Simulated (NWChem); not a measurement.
# One shape, several levels: BiH2Cl (SMILES [H][Bi]([H])[Cl])

Aim: a comparison of 6 runs (HF/def2-SVP, HF/def2-TZVP, PBE0/def2-SVP, B2PLYP/def2-SVPD, MP2/def2-SVP, CCSD/def2-SVP) of BiH2Cl. 

Program for the calculation: NWChem 7.3.0.

**1. Starting point**

BiH2Cl has 4 atoms, charge 0, and is taken as a singlet. As SMILES, `[H][Bi]([H])[Cl]`. Geometry: a GFN2-xTB relaxation, a rough one for these elements and not checked as a minimum.

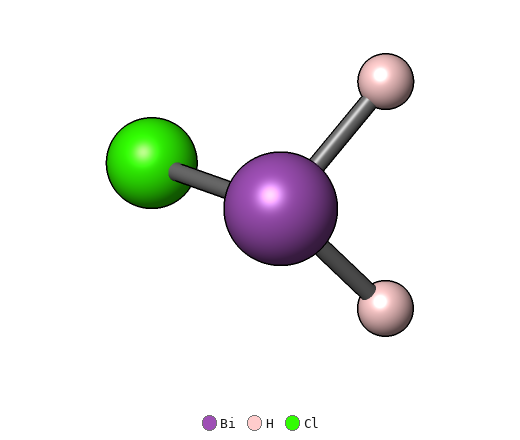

The structure, seen from a chosen angle (bismuth purple, hydrogen pink, chlorine green).

**2. Energy and forces at HF/def2-SVP (core potential) (run 1)**

Input file job.xyz:

```xyz
4
BiClH2
Bi     0.073780     0.140840     0.857770
H      1.514100     0.135430    -0.172530
H     -0.588940     1.398780    -0.196480
Cl    -0.998940    -1.675050    -0.488760
```

Input file run.py:

```python
from ase.io import read
from ase.calculators.nwchem import NWChem

mol = read('job.xyz')

calc = NWChem(
    label='job',
    theory='scf',
    memory='2200 mb',
    basis='def2-SVP',
    basispar='spherical bse',
    scf={'nopen': '0', 'rhf': None, 'thresh': '1e-08', 'maxiter': '80'},
    **{'ecp bse': {'Bi library': 'def2-SVP'}},
)
mol.calc = calc

forces = mol.get_forces()
e = mol.get_potential_energy()
print(f"E = {e:.6f} eV")
print("forces (eV/A):")
for s, f in zip(mol.symbols, forces):
    print(f"{s:2s} {f[0]:10.5f} {f[1]:10.5f} {f[2]:10.5f}")
print("dipole (e A):", mol.get_dipole_moment().round(4))
```

Launch:

```bash
$ export ASE_NWCHEM_COMMAND="nwchem PREFIX.nwi > PREFIX.nwo"
$ python run.py
```

The program printed:

```text
E = -18342.507649 eV
forces (eV/A):
Bi   -0.10027   -0.19432   -0.31347
H     0.21993   -0.03029    0.08073
H    -0.13791    0.18733    0.06716
Cl    0.01825    0.03733    0.16553
dipole (e A): [0.3222 0.5499 0.5953]
```

The calculator wrote job.nwi:

```
title "job"

permanent_dir job

scratch_dir job

start job

geometry units angstrom nocenter noautosym noautoz
  Bi 7.3779999999999998e-02 1.4083999999999999e-01 8.5777000000000003e-01
  H  1.5141000000000000e+00 1.3542999999999999e-01 -1.7252999999999999e-01
  H  -5.8894000000000002e-01 1.3987799999999999e+00 -1.9647999999999999e-01
  Cl -9.9894000000000005e-01 -1.6750499999999999e+00 -4.8875999999999997e-01
end

memory 2200 mb

basis spherical bse noprint
   * library def2-SVP
end

scf
  nopen 0
  rhf
  thresh 1e-08
  maxiter 80
end
ecp bse
  Bi library def2-SVP
end

task scf gradient
```

job.nwo:

```text
Northwest Computational Chemistry Package (NWChem) 7.3.0
             --------------------------------------------------------

           Job information
           ---------------

    nwchem branch   = 7.3.0
    use scalapack   = T
    input           = job.nwi
    prefix          = job.
    data base       = job/job.db
    status          = startup
    nproc           =        1

           Memory information
           ------------------

    heap     =     72089598 doubles =      550.0 Mbytes
    stack    =     72089595 doubles =      550.0 Mbytes
    global   =    144179200 doubles =     1100.0 Mbytes (distinct from heap & stack)
    total    =    288358393 doubles =     2200.0 Mbytes
    verify   = yes
    hardfail = no

[... 125 lines left out ...]
 Convergence threshold     :          1.000E-08
[... 12 lines left out ...]
       Final RHF  results
[... 3 lines left out ...]
      One-electron energy =  -1213.739164849722
[... 1 line left out ...]
 Nuclear repulsion energy =    102.430705667596
[... 39 lines left out ...]
                       ROHF Final Molecular Orbital Analysis
[... 213 lines left out ...]
  wavefunction    =   RHF

                         RHF ENERGY GRADIENTS

    atom               coordinates                        gradient
                 x          y          z           x          y          z
   1 Bi      0.139424   0.266149   1.620950    0.001950   0.003779   0.006096
   2 H       2.861234   0.255926  -0.326034   -0.004277   0.000589  -0.001570
   3 H      -1.112935   2.643311  -0.371293    0.002682  -0.003643  -0.001306
   4 Cl     -1.887723  -3.165386  -0.923622   -0.000355  -0.000726  -0.003219

                 ----------------------------------------
                 |  Time  |  1-e(secs)   |  2-e(secs)   |
                 ----------------------------------------
                 |  CPU   |       0.01   |       1.03   |
                 ----------------------------------------
                 |  WALL  |       0.01   |       1.03   |
                 ----------------------------------------

 Task  times  cpu:        5.7s     wall:        5.7s
 Total times  cpu:        5.7s     wall:        5.7s
```

Wall time 6.9 s (1 thread of Intel Xeon 6975P-C (Granite Rapids), shared host); peak memory 0.097 GiB.

**3. Energy and forces at HF/def2-TZVP (core potential) (run 2)**

Input file biclh2.xyz:

```xyz
4
BiH2Cl
Bi     0.073780     0.140840     0.857770
H      1.514100     0.135430    -0.172530
H     -0.588940     1.398780    -0.196480
Cl    -0.998940    -1.675050    -0.488760
```

Input file biclh2.nw:

```
start biclh2
title "BiH2Cl"
memory total 2200 mb
geometry noautosym nocenter noautoz
  load biclh2.xyz
end
basis spherical bse
  * library def2-TZVP
end
ecp bse
  Bi library def2-TZVP
end
scf
  thresh 1e-08
  maxiter 80
  noprint "final vectors analysis"
end
task scf gradient
```

Launch:

```bash
$ nwchem biclh2.nw > biclh2.out
```

The program printed:

```text
[...]
  functions       =    99
[...]
  wavefunction    = RHF
[...]
         Total SCF energy =   -674.246038150984
      One-electron energy =  -1213.886323093669
      Two-electron energy =    437.209579275089
 Nuclear repulsion energy =    102.430705667596
        Time for solution =     20.3s
[...]
                         RHF ENERGY GRADIENTS
    atom               coordinates                        gradient
                 x          y          z           x          y          z
   1 Bi      0.139424   0.266149   1.620950    0.003811   0.006972   0.010752
   2 H       2.861234   0.255926  -0.326034   -0.002889   0.001016  -0.002295
   3 H      -1.112935   2.643311  -0.371293    0.002418  -0.002223  -0.002053
   4 Cl     -1.887723  -3.165386  -0.923622   -0.003339  -0.005765  -0.006404
[...]
```

Run time: 28 s. Hardware: 1 thread of Intel Xeon 6975P-C (Granite Rapids), shared host; peak memory 0.11 GiB.

Runs 3 to 5 aren't shown in full; the table further down has their settings and results.

**4. A single-point energy at CCSD/def2-SVP (core potential) (run 6)**

Input file a.nw:

```
start a
title "BiH2Cl"
memory stack 880 mb heap 220 mb global 1100 mb

geometry units angstrom noautosym nocenter noautoz
   Bi       0.073780       0.140840       0.857770
   H        1.514100       0.135430      -0.172530
   H       -0.588940       1.398780      -0.196480
   Cl      -0.998940      -1.675050      -0.488760
end

basis spherical bse
   * library def2-SVP
end

ecp bse
   Bi library def2-SVP
end

scf
   thresh 1e-08
   maxiter 80
   print low
end

ccsd
   freeze core 9
   maxiter 60
end

task ccsd energy
```

Launch:

```bash
$ nwchem a.nw > a.out
```

The program printed:

```text
[...]
  functions       =    54
[...]
  wavefunction    = RHF
[...]
         Total SCF energy =   -674.074728609501
      One-electron energy =  -1213.739164848142
      Two-electron energy =    437.233730571044
 Nuclear repulsion energy =    102.430705667596
        Time for solution =      4.6s
[...]
 Total MP2 energy:           -674.328600738527143
[...]
             energy      energy      error      ampl     ampl      Block
                                                time     time      time
[...]
 Total CCSD energy:           -674.359974434731726
[...]
```

Wall time 20 s (1 thread of Intel Xeon 6975P-C (Granite Rapids), shared host); peak memory 0.13 GiB.

**5. Overview of the runs**

```
run                              level  core potential  iteration cap  energy (Eh)  dipole moment (D)  largest force (eV/Å)  wall time
  1       HF/def2-SVP (core potential)        def2-SVP             80  -674.074729               4.19                 0.382      6.9 s
  2      HF/def2-TZVP (core potential)       def2-TZVP             80  -674.246038               4.14                 0.687       28 s
  3     PBE0/def2-SVP (core potential)        def2-SVP            100  -675.741654               3.64                 0.555       11 s
  4  B2PLYP/def2-SVPD (core potential)       def2-SVPD            100  -675.433185               3.93                     –       14 s
  5      MP2/def2-SVP (core potential)        def2-SVP             80  -674.328601               3.56                 0.454       13 s
  6     CCSD/def2-SVP (core potential)        def2-SVP             80  -674.359974                  –                     –       20 s
```

**6. Summary of results**

| quantity | value |
| --- | --- |
| run 6: total energy | -674.35997 Eh |
| run 6: correlation energy (9 core orbitals frozen) | -285.2 mEh |

What this shows: Below the HF energy at the same shape and in the same basis (def2-SVP): MP2 -253.9 mEh; CCSD -285.2 mEh. Over runs 1, 2, 3, 4, 5 the dipole moment (its size) runs from 3.56 D (MP2/def2-SVP) to 4.19 D (HF/def2-SVP). Totals of different functionals can't be ranked against each other. All runs together took 92 s, the longest 28 s.
